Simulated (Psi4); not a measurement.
**SiH₂F₂ (charge +1): single-point calculation (part 2 of 2)**

SiH₂F₂, charge +1, multiplicity 2; OMP3/6-311G, UHF (Psi4 1.11). The geometry is that of the parent species in another charge or spin state. The geometry comes from this level: GFN2-xTB.

Geometry of the input (Å):
```
Si -0.0914  0.0006  -0.0643
F  0.0092  -0.0188  1.5265
F  1.4360  0.0106  -0.5197
H  -0.6801  1.2578  -0.4555
H  -0.6737  -1.2502  -0.4869
```

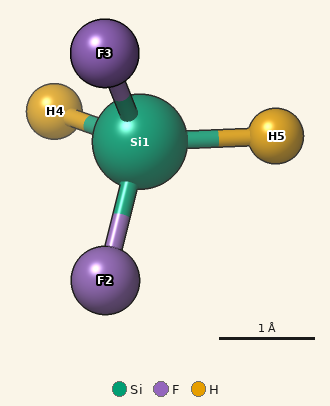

The input geometry (ball-and-stick view, seen at a tilt; atoms are numbered from 1 in the order of the input).

What the program printed, continued
```
  MAX_RADIAL_MOMENT             => (empty)
  MBIS_D_CONVERGENCE            => (empty)
  MBIS_MAXITER                  => (empty)
  MBIS_PRUNING_SCHEME           => (empty)
  MBIS_RADIAL_POINTS            => (empty)
  MBIS_SPHERICAL_POINTS         => (empty)
  MOLDEN_WITH_VIRTUAL           => (empty)
  MOLDEN_WRITE                  => (empty)
  MO_DIIS_NUM_VECS              => (empty)
  MO_MAXITER                    => (empty)
  MO_STEP_MAX                   => (empty)
  MP2_AMP_TYPE                  => (empty)
  MP2_OS_SCALE                  => (empty)
  MP2_SOS_SCALE                 => (empty)
  MP2_SOS_SCALE2                => (empty)
  MP2_SS_SCALE                  => (empty)
  MP2_TYPE                      => (empty)
  MP_TYPE                       => DF              !
  NAT_ORBS                      => FALSE           !
  NUM_FROZEN_DOCC               => (empty)
  NUM_FROZEN_UOCC               => (empty)
  NUM_GPUS                      => (empty)
  OCC_ORBS_PRINT                => (empty)
  OEPROP                        => (empty)
  OO_SCALE                      => (empty)
  OPT_METHOD                    => (empty)
  ORBITAL_OPTIMIZER_PACKAGE     => (empty)
  ORB_OPT                       => TRUE            !
  ORB_RESP_SOLVER               => (empty)
  ORTH_TYPE                     => (empty)
  PARENT_SYMMETRY               => (empty)
  PCG_BETA_TYPE                 => (empty)
  PCG_CONVERGENCE               => (empty)
  PCG_MAXITER                   => (empty)
  PCM                           => (empty)
  PE                            => (empty)
  PPL_TYPE                      => (empty)
  PRINT                         => (empty)
  PRINT_NOONS                   => (empty)
  PROPERTIES                    => (empty)
  PROPERTIES_ORIGIN             => (empty)
  PUREAM                        => (empty)
  QCHF                          => (empty)
  QC_MODULE                     => (empty)
  RAS1                          => (empty)
  RAS2                          => (empty)
  RAS3                          => (empty)
  RAS4                          => (empty)
  READ_SCF_3INDEX               => (empty)
  REGULARIZATION                => (empty)
  REG_PARAM                     => (empty)
  RELATIVISTIC                  => (empty)
  REMP_A                        => (empty)
  RESTRICTED_DOCC               => (empty)
  RESTRICTED_UOCC               => (empty)
  RMS_MOGRAD_CONVERGENCE        => (empty)
  R_CONVERGENCE                 => (empty)
  SCF_TYPE                      => DISK_DF         !
  SCREENING                     => (empty)
  SCS_TYPE                      => (empty)
  SOCC                          => (empty)
  SOS_TYPE                      => (empty)
  TRIPLES_IABC_TYPE             => (empty)
  WFN                           => (empty)
  WFN_TYPE                      => DF-OMP3         !
  WRITER_FILE_LABEL             => (empty)
  ZORA_BASIS_TOLERANCE          => (empty)
  ZORA_NR_DEBUG                 => (empty)
  ZORA_PRUNING_SCHEME           => (empty)
  ZORA_RADIAL_POINTS            => (empty)
  ZORA_SPHERICAL_POINTS         => (empty)

	Warning: cc_lambda option is changed to TRUE
	For this residual convergence, default PCG convergence is:     1.00e-07
	For this energy convergence, default RMS orbital gradient is:     3.16e-07
	For this energy convergence, default MAX orbital gradient is:     2.00e-06

 ==============================================================================
 ==============================================================================
 ==============================================================================

                     DF-OMP3 (DF-OO-MP3)

 ==============================================================================
 ==============================================================================
 ==============================================================================

	MO Hessian type is changed to 'APPROX_DIAG'
	MO spaces...

	 FC   AOCC   BOCC  AVIR   BVIR   FV
	------------------------------------------
	  7    10     9    36     37     0
	Reading DF integrals from disk ...
	Number of basis functions in the DF-HF basis: 339
	Number of basis functions in the DF-CC basis: 344

	Total memory requirement for DF+CC int:      8.56 MB

	Computing DF-MP2 energy using SCF MOs (Canonical DF-MP2)...
	=======================================================================
	Nuclear Repulsion Energy (a.u.)    :   119.07669846643313
	DF-HF Energy (a.u.)                :  -488.54877162276483
	REF Energy (a.u.)                  :  -488.54877162276483
	Alpha-Alpha Contribution (a.u.)    :    -0.04251348169856
	Alpha-Beta Contribution (a.u.)     :    -0.24975243867107
	Beta-Beta Contribution (a.u.)      :    -0.05020724148020
	Scaled_SS Correlation Energy (a.u.):    -0.03090690772626
	Scaled_OS Correlation Energy (a.u.):    -0.29970292640529
	DF-SCS-MP2 Total Energy (a.u.)     :  -488.87938145689640
	DF-SOS-MP2 Total Energy (a.u.)     :  -488.87344979303725
	DF-SCS(N)-MP2 Total Energy (a.u.)  :  -488.71196009555945
	DF-MP2 Correlation Energy (a.u.)   :    -0.34247316184984
	DF-MP2 Total Energy (a.u.)         :  -488.89124478461468
	=======================================================================

	Computing DF-MP3 energy using SCF MOs (Canonical DF-MP3)...
	=======================================================================
	Nuclear Repulsion Energy (a.u.)    :   119.07669846643313
	SCF Energy (a.u.)                  :  -488.54877162276483
	REF Energy (a.u.)                  :  -488.54877162276483
	Alpha-Alpha Contribution (a.u.)    :    -0.03419701520567
	Alpha-Beta Contribution (a.u.)     :    -0.24801819942800
	Beta-Beta Contribution (a.u.)      :    -0.04089909398505
	3rd Order Energy (a.u.)            :     0.01935885323115
	DF-MP2.5 Correlation Energy (a.u.) :    -0.33279373523428
	DF-MP2.5 Total Energy (a.u.)       :  -488.88156535799908
	DF-MP3 Correlation Energy (a.u.)   :    -0.32311430861872
	DF-MP3 Total Energy (a.u.)         :  -488.87188593138353
	=======================================================================
WWWW -0.034197 -0.248018 -0.040899

	Number of alpha independent-pairs:682
	Number of beta independent-pairs :655

 ==============================================================================
 ================ Performing DF-OMP3 iterations... ============================
 ==============================================================================
	            Minimizing DF-MP3-L Functional
	            ------------------------------
 Iter       E_total           DE           RMS MO Grad      MAX MO Grad      RMS T2
 ----    ---------------    ----------     -----------      -----------     ----------
	successfully fired up coupled DIIS...
   1     -488.8770073763     -5.12e-03       2.16e-03         2.60e-02        1.67e-05
   2     -488.8779879788     -9.81e-04       1.32e-03         2.79e-02        5.62e-06
   3     -488.8784438534     -4.56e-04       9.90e-04         2.16e-02        3.98e-06
   4     -488.8790901968     -6.46e-04       7.09e-04         1.70e-02        4.21e-06
   5     -488.8796433122     -5.53e-04       3.93e-04         9.04e-03        5.45e-06
   6     -488.8798732874     -2.30e-04       1.36e-04         2.35e-03        4.87e-06
   7     -488.8798987255     -2.54e-05       8.30e-05         9.73e-04        1.59e-06
   8     -488.8799033404     -4.61e-06       7.25e-05         9.01e-04        3.11e-07
   9     -488.8799071185     -3.78e-06       6.54e-05         8.29e-04        5.82e-08
  10     -488.8799183142     -1.12e-05       4.12e-05         5.44e-04        1.35e-07
[... 45 lines of further cycles ...]
  56     -488.8799256917     -1.75e-11       1.53e-07         2.86e-06        7.88e-11
  57     -488.8799256918     -2.25e-11       1.42e-07         2.84e-06        7.95e-11
  58     -488.8799256918     -2.14e-11       1.32e-07         2.79e-06        1.04e-10
  59     -488.8799256918     -1.70e-11       1.27e-07         2.73e-06        6.74e-11
  60     -488.8799256918     -1.76e-11       1.22e-07         2.70e-06        6.32e-11
  61     -488.8799256918     -1.39e-11       1.18e-07         2.63e-06        6.50e-11
  62     -488.8799256918     -1.44e-11       1.12e-07         2.53e-06        7.27e-11
  63     -488.8799256919     -1.46e-11       1.08e-07         2.39e-06        5.18e-11
  64     -488.8799256919     -1.67e-11       1.01e-07         2.20e-06        5.56e-11
  65     -488.8799256919     -1.57e-11       9.07e-08         1.94e-06        7.71e-11

 ==============================================================================
 ======================== DF-OMP3 ITERATIONS ARE CONVERGED ====================
 ==============================================================================

	Computing DF-MP3 energy using optimized MOs...
	=======================================================================
	Nuclear Repulsion Energy (a.u.)    :   119.07669846643313
	SCF Energy (a.u.)                  :  -488.54877162276483
	REF Energy (a.u.)                  :  -488.54062760976939
	Alpha-Alpha Contribution (a.u.)    :    -0.03426326709026
	Alpha-Beta Contribution (a.u.)     :    -0.25951714808269
	Beta-Beta Contribution (a.u.)      :    -0.04551766695690
	3rd Order Energy (a.u.)            :     0.01131909271544
	DF-MP2.5 Correlation Energy (a.u.) :    -0.33681361549213
	DF-MP2.5 Total Energy (a.u.)       :  -488.88558523825697
	DF-MP3 Correlation Energy (a.u.)   :    -0.33929808212985
	DF-MP3 Total Energy (a.u.)         :  -488.87992569189925
	=======================================================================

	=======================================================================
	================ DF-OMP3 FINAL RESULTS ================================
	=======================================================================
	Nuclear Repulsion Energy (a.u.)    :   119.07669846643313
	DF-HF Energy (a.u.)                :  -488.54877162276483
	REF Energy (a.u.)                  :  -488.54062760976939
	DF-OMP3 Correlation Energy (a.u.)  :    -0.33115406911946
	Edfomp3 - Eref (a.u.)              :    -0.33929808211491
	DF-OMP3 Total Energy (a.u.)        :  -488.87992569188430
	=======================================================================

	total time  =         59 seconds =       0.98 minutes
```

Standard output
```
E = -488.879925692
CURRENT CORRELATION ENERGY                         -0.3311540691
CURRENT ENERGY                                   -488.8799256919
CURRENT REFERENCE ENERGY                         -488.5487716228
DD SOLVATION ENERGY                                 0.0000000000
HF KINETIC ENERGY                                 488.8186713891
HF POTENTIAL ENERGY                              -977.3674430118
HF TOTAL ENERGY                                  -488.5487716228
HF VIRIAL RATIO                                     1.9994478530
MP2 CORRELATION ENERGY                             -0.3424731618
MP2 DOUBLES ENERGY                                 -0.3424731618
MP2 OPPOSITE-SPIN CORRELATION ENERGY               -0.2497524387
MP2 SAME-SPIN CORRELATION ENERGY                   -0.0927207232
MP2 SINGLES ENERGY                                  0.0000000000
MP2 TOTAL ENERGY                                 -488.8912447846
MP3 CORRELATION ENERGY                             -0.3231143086
MP3 DOUBLES ENERGY                                 -0.3231143086
MP3 OPPOSITE-SPIN CORRELATION ENERGY               -0.2480181994
MP3 SAME-SPIN CORRELATION ENERGY                   -0.0750961092
MP3 SINGLES ENERGY                                  0.0000000000
MP3 TOTAL ENERGY                                 -488.8718859314
NUCLEAR REPULSION ENERGY                          119.0766984664
OMP3 CORRELATION ENERGY                            -0.3311540691
OMP3 OPPOSITE-SPIN CORRELATION ENERGY              -0.2595171481
OMP3 REFERENCE CORRECTION ENERGY                    0.0081440130
OMP3 SAME-SPIN CORRELATION ENERGY                  -0.0797809340
OMP3 TOTAL ENERGY                                -488.8799256919
ONE-ELECTRON ENERGY                              -907.4903246327
PCM POLARIZATION ENERGY                             0.0000000000
PE ENERGY                                           0.0000000000
SCF ITERATION ENERGY                             -488.5487716228
SCF ITERATIONS                                     17.0000000000
SCF TOTAL ENERGY                                 -488.5487716228
SCS(N)-MP2 CORRELATION ENERGY                      -0.1631884728
SCS(N)-MP2 TOTAL ENERGY                          -488.7119600956
SCS-MP2 CORRELATION ENERGY                         -0.3306098341
SCS-MP2 TOTAL ENERGY                             -488.8793814569
SOS-MP2 CORRELATION ENERGY                         -0.3246781703
SOS-MP2 TOTAL ENERGY                             -488.8734497930
TWO-ELECTRON ENERGY                               299.8648545435
```
